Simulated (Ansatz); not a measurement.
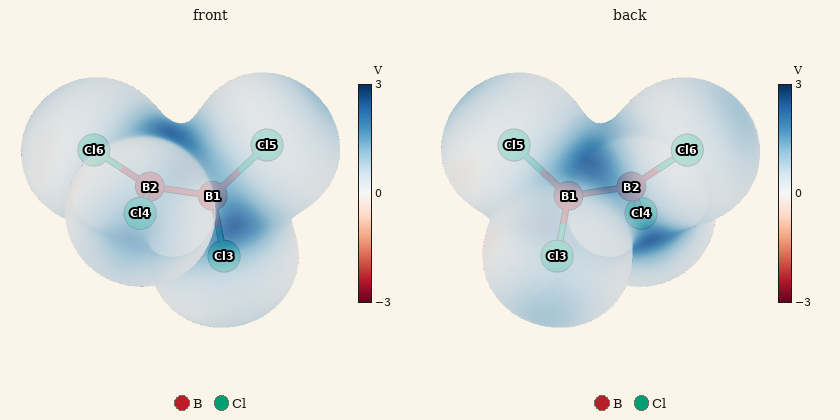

Figure. B₂Cl₄ (SMILES ClB(Cl)B(Cl)Cl). The electrostatic potential painted on the density surface at 0.004 e/bohr³, seen from the front and from behind; the colour scale runs from red (negative) to blue (positive).

Geometry: r2SCAN-D4/def2-SVP.

These are results of isolated molecule in a Gaussian basis; Kohn-Sham density functional theory, functional PBE0 (Ansatz 0.2.0), not measurements.

```xyz
6

B    -2.0920   -0.1895    0.6732
B    -1.6228   -0.5912   -0.9015
Cl   -3.6919    0.4605    0.9813
Cl   -0.8455    0.6021   -1.9255
Cl   -0.9824   -0.4191    2.0123
Cl   -1.9096   -2.2058   -1.5243
```

Question: Which sites attract a positive test charge, and which a negative one?

Answer: A positive charge is drawn to the negative regions and a negative charge to the positive ones. The most negative region (about −0.1 V) lies over Cl3, Cl4, Cl5 and Cl6, the most positive (about +2.4 V) over B1 and B2. Cl3 shows a σ-hole: about +1.0 V at the tip opposite its bond, against about +0.1 V on its flanks. Cl4 shows a σ-hole: about +1.0 V at the tip opposite its bond, against about +0.1 V on its flanks. Cl5 shows a σ-hole: about +1.0 V at the tip opposite its bond, against about +0.2 V on its flanks. Cl6 shows a σ-hole: about +0.9 V at the tip opposite its bond, against about +0.1 V on its flanks.

Question: How polar is the molecule by this calculation?

Answer: Its dipole moment is zero.
